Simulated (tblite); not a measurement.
# Molecular dynamics, with input and output: C4H4F3N3 (part 2 of 2)

The same run, continued: C4H4F3N3, SMILES Cn1cnc(C(F)(F)F)n1; GFN2-xTB Langevin dynamics, gas phase (tblite 0.8.0). 

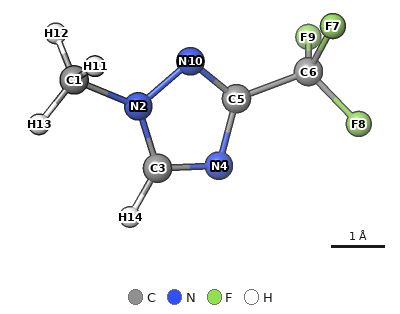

Figure 1. The geometry at step 31 of the log (ball-and-stick view, seen at a tilt; atoms are numbered from 1 in the order of the input).

Trajectory as extended XYZ, continued:
```
14
Properties=species:S:1:pos:R:3:forces:R:3 step=22 time_fs=550.0 energy=-913.42584 temperature=282.5
C    -2.2544   -0.0426    0.7940    0.1350  -0.5245  -1.4517
N    -0.9467   -0.4476    0.3128    0.3269   0.4477   1.6721
C    -0.4851   -1.3721   -0.5594   -0.9828   0.8532   0.7162
N     0.8118   -1.3859   -0.5117    0.6916  -0.9074  -0.7956
C     1.1614   -0.4986    0.4210   -1.4808   0.5054   0.0954
C     2.5625   -0.0543    0.6152    0.1910   0.2193  -0.7923
F     2.6314    0.7719    1.6307    0.4643   0.1121   1.1252
F     3.4863   -1.0507    0.7455   -0.8188   1.0395  -0.1526
F     2.9266    0.7546   -0.4432    0.1111  -0.9434   0.2357
N     0.0835    0.1102    0.9569    1.0662  -0.6548  -0.6628
H    -2.1876    0.8410    1.3681    0.5115   0.7715   0.7832
H    -2.8237    0.2151   -0.0742   -0.6408   0.1383  -0.7316
H    -2.8141   -0.7865    1.3286    0.1693  -0.6250   0.3395
H    -1.2023   -1.8921   -1.1462    0.2563  -0.4319  -0.3809
14
Properties=species:S:1:pos:R:3:forces:R:3 step=24 time_fs=600.0 energy=-913.48433 temperature=328.5
C    -2.2787   -0.2244    0.7619   -2.0852   0.9166   0.7546
N    -0.9430   -0.5106    0.5218    1.6156  -0.4802  -2.0739
C    -0.4567   -1.4051   -0.3948    0.3084   0.4313   0.4188
N     0.8470   -1.2895   -0.4671   -0.0897  -0.2197   0.0731
C     1.1412   -0.2859    0.3976   -0.1050  -0.3499  -1.3131
C     2.5659    0.1091    0.5614    0.1593   0.6051   1.8102
F     2.6945    0.8053    1.7666    0.0303  -0.2233  -1.2871
F     3.3500   -0.9677    0.7584   -0.1570   0.4813  -0.6206
F     3.0648    0.8874   -0.4189   -0.2013  -0.6235   0.6677
N     0.0724    0.2626    0.9138   -0.3013  -0.1472   1.1640
H    -2.3173    0.4638    1.6251   -0.0858  -0.3406  -0.1774
H    -2.8102    0.3035   -0.0638    0.5675  -0.2950   0.1847
H    -2.8756   -1.1286    0.9785    0.4251   0.2596   0.0168
H    -1.0209   -2.0529   -1.0387   -0.0809  -0.0145   0.3822
14
Properties=species:S:1:pos:R:3:forces:R:3 step=25 time_fs=625.0 energy=-913.42631 temperature=131.6
C    -2.2938   -0.1952    0.7000   -0.0207  -0.3762   1.7291
N    -0.9161   -0.4144    0.4929    1.0447  -1.4095  -1.2597
C    -0.4051   -1.4008   -0.2975    0.5765   0.1628  -0.3332
N     0.8985   -1.2851   -0.4595   -1.1024   1.2755   1.1232
C     1.1212   -0.1804    0.3133    1.9492  -0.8471   0.2309
C     2.5309    0.2041    0.6044    0.7444  -0.3479   0.1652
F     2.7337    0.8547    1.7538   -0.3725  -0.0119   0.1633
F     3.3172   -0.9028    0.6793   -0.2827   0.3312  -0.0742
F     3.0704    0.9801   -0.3312    0.0841   0.1866  -0.4748
N     0.1123    0.3125    0.9559   -1.2900   0.3182  -0.6538
H    -2.3323    0.3283    1.6384   -0.3485   0.4758   0.6237
H    -2.8186    0.3941   -0.0148   -0.0377   0.2902  -0.9018
H    -2.7716   -1.1585    0.8630   -0.2254  -0.0791  -0.2602
H    -0.8779   -2.2447   -0.7368   -0.7191   0.0315  -0.0776
14
Properties=species:S:1:pos:R:3:forces:R:3 step=26 time_fs=650.0 energy=-913.58309 temperature=262.9
C    -2.2603   -0.1600    0.7521    0.5109  -0.1466   0.4378
N    -0.8847   -0.4397    0.4464   -0.4478   0.3220  -0.8723
C    -0.3755   -1.3884   -0.3721   -0.2607  -0.1551   0.1156
N     0.9272   -1.2946   -0.4070    0.0315   0.9220   0.7850
C     1.1584   -0.2076    0.4131    1.9587  -0.5847  -1.3204
C     2.6030    0.2558    0.6408   -0.3217  -1.0524  -0.9761
F     2.7373    0.8812    1.7961    0.2914  -0.1114   0.1737
F     3.4513   -0.8332    0.5740   -0.7650   1.0148   0.5175
F     3.0754    1.0800   -0.3230   -0.4117  -0.1162   0.3313
N     0.0850    0.3651    0.8641   -0.1436  -0.3934   0.6435
H    -2.2519    0.2589    1.7643   -0.2734  -0.0538  -0.1536
H    -2.6826    0.5741    0.0640   -0.0739  -0.2066  -0.0157
H    -2.7567   -1.1281    0.7333   -0.4234   0.2586  -0.0406
H    -0.9788   -2.1087   -0.9180    0.3287   0.3029   0.3744
14
Properties=species:S:1:pos:R:3:forces:R:3 step=28 time_fs=700.0 energy=-913.41556 temperature=193.9
C    -2.2089   -0.2548    0.8031    1.1104   1.1583  -1.3578
N    -0.8114   -0.4374    0.4046   -0.8089  -0.0138  -0.2795
C    -0.3026   -1.3892   -0.4220   -0.7323   1.0295   0.5332
N     0.9753   -1.2515   -0.4896    1.8649  -0.0218   0.3783
C     1.2937   -0.2128    0.3548   -3.2589  -0.8947  -1.0933
C     2.6470    0.2745    0.6133   -0.5860   0.8969  -0.1827
F     2.7526    0.7893    1.8337    0.1795   0.1314   0.5971
F     3.5787   -0.6426    0.4882    0.4683  -0.1631  -0.2982
F     2.8714    1.3139   -0.2257    0.6750  -0.0915  -0.1556
N     0.1533    0.3562    0.7896    1.6371  -0.2036   1.3264
H    -2.3421   -0.1552    1.8622    0.2319  -0.0058   0.4614
H    -2.5481    0.6885    0.3057   -0.0589  -0.7287   0.4084
H    -2.7073   -1.1165    0.4201   -0.6520  -0.3769  -0.1641
H    -0.9428   -1.9650   -1.0313   -0.0701  -0.7161  -0.1736
14
Properties=species:S:1:pos:R:3:forces:R:3 step=29 time_fs=725.0 energy=-913.57550 temperature=183.5
C    -2.1792   -0.2365    0.8233    1.5996  -0.2075  -0.6520
N    -0.7798   -0.4564    0.3955   -2.1351  -0.0851   0.8790
C    -0.2702   -1.3710   -0.4359   -1.0544  -0.4041   0.4042
N     1.0158   -1.2706   -0.4822    1.0707   0.8086  -0.0090
C     1.2503   -0.2039    0.3146    0.2169  -0.1563   1.1040
C     2.6195    0.2935    0.6297   -0.4829   1.5151   0.2223
F     2.7728    0.7312    1.9136   -0.3852  -0.0838  -0.6626
F     3.5703   -0.5714    0.4528    0.7281  -0.7530  -0.4327
F     2.8783    1.3832   -0.1716    0.1213  -0.5028   0.4840
N     0.1656    0.2785    0.9236    1.2745  -0.1127  -0.9674
H    -2.2068   -0.1725    1.8979    0.0301   0.0002   0.3461
H    -2.4440    0.7191    0.3992   -0.5407   0.1699  -0.1100
H    -2.7659   -1.0701    0.4720   -0.2946   0.0119  -0.1556
H    -0.8649   -2.1515   -0.8376   -0.1483  -0.2006  -0.4501
14
Properties=species:S:1:pos:R:3:forces:R:3 step=30 time_fs=750.0 energy=-913.50249 temperature=218.2
C    -2.1868   -0.2728    0.8835    1.6840  -0.7207   0.0901
N    -0.7781   -0.4780    0.4218   -2.9021   0.8771   0.9648
C    -0.2507   -1.3607   -0.4095   -0.6356  -0.9199  -1.0006
N     1.0397   -1.2267   -0.4473    0.7380   0.0553   0.2246
C     1.2382   -0.2442    0.4359    1.7582   1.1604   0.0482
C     2.6203    0.3050    0.6972   -0.0487   0.2275   0.0982
F     2.7634    0.6504    2.0060    0.0145   0.0772  -0.8298
F     3.5857   -0.5535    0.4097    0.1324  -0.6690   0.2413
F     2.9471    1.3669   -0.0858   -0.6064   0.0796   0.5996
N     0.1519    0.2743    0.9665    0.6895  -0.4519  -0.1037
H    -2.1300   -0.3680    1.9961   -0.2867   0.2863  -0.8343
H    -2.5362    0.7324    0.5822    0.0790  -0.8005   0.1162
H    -2.7156   -1.1394    0.4739   -0.3718   0.6021   0.0461
H    -0.7458   -2.0752   -1.0466   -0.2443   0.1967   0.3393
14
Properties=species:S:1:pos:R:3:forces:R:3 step=31 time_fs=775.0 energy=-913.35489 temperature=173.1
C    -2.1815   -0.2930    0.8998    1.7983  -1.0651   0.3893
N    -0.7782   -0.5252    0.4552   -2.5899   1.4385   1.6559
C    -0.2318   -1.4036   -0.3283   -0.7255  -1.6192  -1.6995
N     1.0363   -1.2224   -0.3926    2.1859  -0.6105  -1.1495
C     1.2439   -0.1815    0.3942    2.3911  -0.0233   0.6552
C     2.6329    0.3266    0.7219    0.2451  -0.8647  -0.4826
F     2.7485    0.6308    1.9969    0.0598  -0.1491   0.9434
F     3.6421   -0.5797    0.4347   -1.1779   0.7698   0.2187
F     2.9460    1.4439    0.0851    0.0857   0.3810  -0.6863
N     0.1744    0.2298    0.9879   -1.0333   1.2598   0.5071
H    -2.1300   -0.5660    1.9623   -0.3272   0.5046   0.0472
H    -2.4007    0.7700    0.7674   -0.2732  -0.5516  -0.1157
H    -2.8208   -1.0611    0.4557   -0.0171   0.7005  -0.3863
H    -0.6613   -2.1522   -0.9507   -0.6218  -0.1706   0.1031
14
Properties=species:S:1:pos:R:3:forces:R:3 step=32 time_fs=800.0 energy=-913.17693 temperature=216.0
C    -2.1357   -0.3661    0.9002    2.5043   0.9750  -1.8944
N    -0.7026   -0.5655    0.5586   -2.9136   1.0358   0.5508
C    -0.2260   -1.4273   -0.2958   -0.0024  -2.0599  -0.5206
N     1.0561   -1.3233   -0.3723    2.2061   0.6240  -0.1274
C     1.3086   -0.2595    0.4422    2.4594   0.0947  -1.2101
C     2.6380    0.4097    0.7859    0.4000  -3.0896  -0.7399
F     2.7413    0.5773    2.0876   -0.0254   0.4734   0.5717
F     3.6240   -0.5425    0.4857   -0.4692   1.0259   0.0926
F     2.9671    1.5149    0.1668   -0.1465   0.3534  -0.2203
N     0.2624    0.2309    0.9705   -1.9971   1.0532   1.5811
H    -2.2490   -0.7438    1.8438   -0.5293  -0.5662   2.5913
H    -2.2366    0.7254    0.8477   -0.7119  -0.4822  -0.0316
H    -2.6877   -0.9958    0.2287   -0.4739   0.3275  -0.5174
H    -0.7277   -2.2708   -0.7263   -0.3006   0.2350  -0.1257
14
Properties=species:S:1:pos:R:3:forces:R:3 step=34 time_fs=850.0 energy=-913.29681 temperature=249.6
C    -2.0901   -0.4030    1.0579    1.6539  -1.3577  -1.2215
N    -0.6788   -0.5484    0.5396   -2.6443   0.2261   0.8962
C    -0.1290   -1.5338   -0.2055   -2.3205   0.0216   0.4845
N     1.1324   -1.3899   -0.2392    2.2636   0.4931   0.5623
C     1.3427   -0.2967    0.5573    1.1231   0.1455  -1.3897
C     2.7179    0.2533    0.8296   -1.2820   1.4252   1.0445
F     2.7612    0.4905    2.1778    0.2162   0.1157  -0.2838
F     3.7459   -0.4986    0.5745    0.3501  -0.3651  -0.5792
F     2.8924    1.4938    0.2542    0.0729  -1.0290   0.2244
N     0.2357    0.2862    0.9629    0.9885  -0.6691   0.5066
H    -2.2509   -1.1870    1.8760    0.1098   1.3266  -1.0532
H    -2.1924    0.6389    1.3563   -0.1574  -0.4001   0.1656
H    -2.6381   -0.6490    0.1314   -0.5403   0.1941   0.8223
H    -0.7470   -2.2919   -0.6361    0.1662  -0.1268  -0.1789
14
Properties=species:S:1:pos:R:3:forces:R:3 step=35 time_fs=875.0 energy=-913.26713 temperature=296.2
C    -2.0668   -0.3962    0.9951    1.4880  -0.3792   0.1122
N    -0.6589   -0.5347    0.5708   -2.2657  -0.0511   0.0483
C    -0.1618   -1.4878   -0.2111   -0.8952  -0.9345   0.3855
N     1.1188   -1.4045   -0.2208    2.3828   0.0557  -1.0161
C     1.4018   -0.2849    0.4879   -1.2398  -0.6692   0.4612
C     2.7121    0.2898    0.8296   -0.7213   0.3151   1.5927
F     2.8609    0.5565    2.1748   -0.4498  -0.3715  -0.2084
F     3.6547   -0.5427    0.5556    1.7098  -0.8397  -0.7497
F     2.9235    1.4754    0.2986    0.3047   0.6265  -0.9465
N     0.3031    0.1959    1.0251    0.3499   1.8880   0.6682
H    -2.2170   -1.3613    1.5540   -0.6636   0.9899  -0.5639
H    -2.0137    0.4509    1.7172   -0.6436  -0.5177  -0.7300
H    -2.7053   -0.2644    0.0718    0.5329  -0.0796   1.3856
H    -0.7673   -2.3048   -0.5371    0.1108  -0.0328  -0.4388
14
Properties=species:S:1:pos:R:3:forces:R:3 step=36 time_fs=900.0 energy=-913.22569 temperature=245.4
C    -2.1195   -0.3172    0.9583    3.6166   1.9119   0.2953
N    -0.7082   -0.5752    0.6057   -0.0949  -0.6615  -1.2063
C    -0.0991   -1.4787   -0.2166   -2.2864   0.2458  -0.9342
N     1.1572   -1.2545   -0.2621    2.1599  -0.7183  -0.5364
C     1.3942   -0.2445    0.5896   -1.9003  -0.3161  -0.4219
C     2.7291    0.3008    0.8842    0.4747  -0.7559  -0.2916
F     2.8133    0.5906    2.1806    0.5313  -0.1016   0.2465
F     3.7094   -0.5909    0.5187   -0.6548   0.5521   0.7162
F     3.0308    1.4059    0.2211   -0.0209   0.5962  -0.2718
N     0.2388    0.1897    1.0783    0.7714   1.2838   1.4975
H    -2.4612   -1.1709    1.3931   -1.5075  -2.3234   0.7197
H    -1.8876    0.3848    1.7726   -0.9405   0.3762  -0.1832
H    -2.6506    0.1081    0.1381   -0.4085   0.0833  -0.3345
H    -0.6424   -2.0496   -0.9654    0.2600  -0.1724   0.7047
14
Properties=species:S:1:pos:R:3:forces:R:3 step=38 time_fs=950.0 energy=-913.30171 temperature=330.6
C    -2.1248   -0.2692    0.8495    0.4695  -1.3076   0.7564
N    -0.7017   -0.4267    0.6140   -0.8257  -2.9846  -1.7477
C    -0.1674   -1.4304   -0.2085   -0.0853   1.9540   1.1425
N     1.1188   -1.3026   -0.2968    0.3302   1.4755   1.4688
C     1.3462   -0.2147    0.5453    0.3568  -0.5332  -0.6034
C     2.6767    0.3170    0.9289    1.3176  -0.5844  -0.6428
F     2.7863    0.6720    2.2125   -0.1658  -0.0794  -0.3584
F     3.6049   -0.7021    0.7348   -0.5922   1.4073   0.0982
F     3.0676    1.4180    0.1989   -0.2017  -1.1453   0.5547
N     0.2681    0.3044    1.0719    0.1523   0.2299   0.2337
H    -2.7081   -1.2824    0.8985    1.2400   1.8100  -0.4114
H    -2.1678    0.1888    1.8215   -0.4548   0.3028   0.4508
H    -2.4546    0.4147    0.0993   -0.8322   0.1912  -0.4442
H    -0.7332   -2.1515   -0.6987   -0.7086  -0.7362  -0.4970
14
Properties=species:S:1:pos:R:3:forces:R:3 step=39 time_fs=975.0 energy=-913.34521 temperature=287.6
C    -2.0931   -0.2432    0.9091   -0.6018   0.2904  -1.0704
N    -0.7122   -0.4140    0.5442   -1.0228  -2.1606  -0.6021
C    -0.1850   -1.4603   -0.1850    0.4137   1.0232   0.4849
N     1.1195   -1.3284   -0.1002    0.5240  -0.2081  -0.8394
C     1.3446   -0.1991    0.6054   -0.9308  -1.6849  -0.3438
C     2.6893    0.2296    0.9815   -0.2856   0.9754  -0.5195
F     2.6442    0.6825    2.2265    0.6899  -0.3270   1.0454
F     3.6308   -0.6743    0.7707    0.1274  -0.1224   0.5099
F     3.0457    1.3156    0.2775    0.4012   0.4292  -0.5817
N     0.2317    0.3463    1.0415   -0.0241   0.1812   0.0690
H    -2.7725   -1.1349    0.6777    1.2629   1.1884   0.1593
H    -2.1489    0.0033    1.9592   -0.0920   0.0242   0.2333
H    -2.3718    0.6464    0.3074   -0.6556  -0.4151   0.4537
H    -0.6644   -2.2105   -0.8360    0.1936   0.8062   1.0014
14
Properties=species:S:1:pos:R:3:forces:R:3 step=40 time_fs=1000.0 energy=-913.20477 temperature=294.5
C    -2.1452   -0.1314    0.9681    2.8993   3.1243   0.7083
N    -0.7897   -0.4045    0.4628   -1.3259  -2.0058  -0.3351
C    -0.2279   -1.4783   -0.1679   -0.0739   0.5164   0.6342
N     1.0719   -1.3993   -0.1286    0.6100   0.4059   0.9439
C     1.3006   -0.2784    0.6344   -0.5189  -0.4281  -1.2222
C     2.6369    0.2619    1.0506   -1.1849   0.0504  -0.0382
F     2.6578    0.5670    2.3648   -0.3308   0.8088  -0.2218
F     3.5829   -0.6164    0.9522    1.2868  -1.1821  -0.6641
F     2.9708    1.3157    0.2808    0.0972   0.1567   0.5695
N     0.1692    0.3231    0.9093    1.2829   1.8967   1.6585
H    -2.8527   -0.8187    0.7180   -1.6177  -1.6514  -1.0796
H    -2.0610   -0.0896    2.0804   -0.0719   0.0255  -0.6807
H    -2.3224    0.9294    0.6080   -0.3974  -1.2112   0.4204
H    -0.7198   -2.3577   -0.4480   -0.6548  -0.5061  -0.6929
```

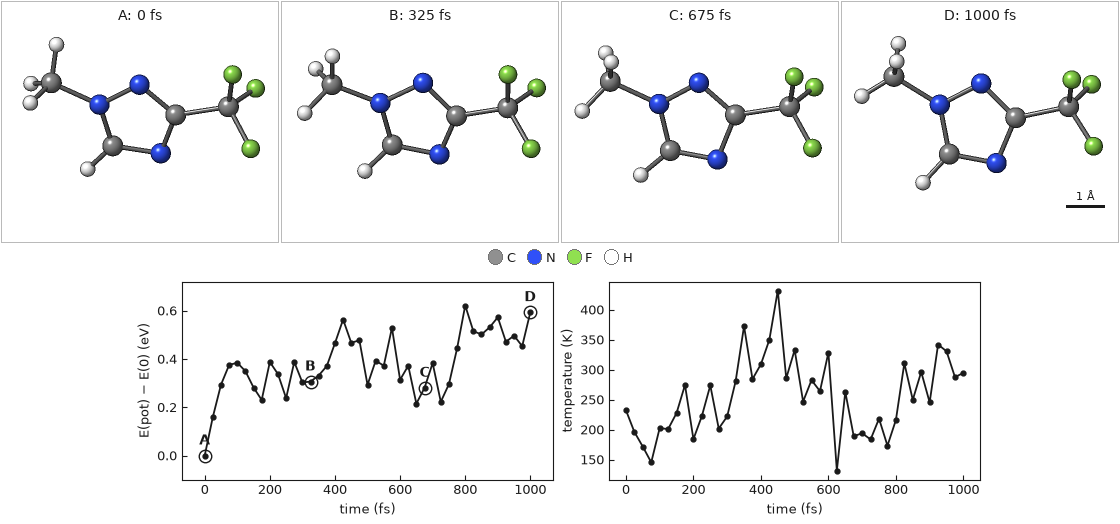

Figure 2. Frames of the molecular dynamics (ball-and-stick, seen at a tilt) above the curves, on which the letters mark them. The trajectory kept here has 41 frames over 1000 fs. The temperature starts at 232 K, ranges from 132 to 432 K and averages 256 K over the second half. The potential energy ends 0.593 eV above its first value. After an unweighted best fit of the last frame on the first, the root-mean-square displacement is 0.99 Å, and H13 has moved furthest (2.16 Å).

This output came from the following input.

The input:
```
{"job": {"kind": "md", "xc": "GFN2-xTB", "basis": "xTB", "temperature": 300, "steps": 2000, "every": 50}, "charge": 0, "multiplicity": 1}
C     -2.280794     0.681780     0.223018
N     -1.012062     0.046305     0.018365
C     -0.731381    -1.225729    -0.313009
N      0.567381    -1.401708    -0.372736
C      1.056009    -0.186268    -0.060419
C      2.513871     0.121326    -0.014047
F      2.766723     1.264489     0.633254
F      3.216554    -0.837418     0.600175
F      3.038329     0.252800    -1.244500
N      0.125228     0.713633     0.179944
H     -2.128247     1.758039     0.177332
H     -2.982432     0.371659    -0.549938
H     -2.683206     0.420019     1.203369
H     -1.466652    -1.979401    -0.502974
```

The first line tells a small driver script what to run in tblite; the rest is the geometry in Å.

Launch command:
```bash
OMP_NUM_THREADS=1 python <driver script> task.json out
```

Results in brief:

| quantity | value |
| --- | --- |
| outcome | finished |
| mean temperature over the second half | 256 K |
| trajectory | 41 frames kept, 1000 fs |
| hardware | 1 CPU thread, shared host |
| wall time | 18 s |
| peak memory | 0.18 GiB |
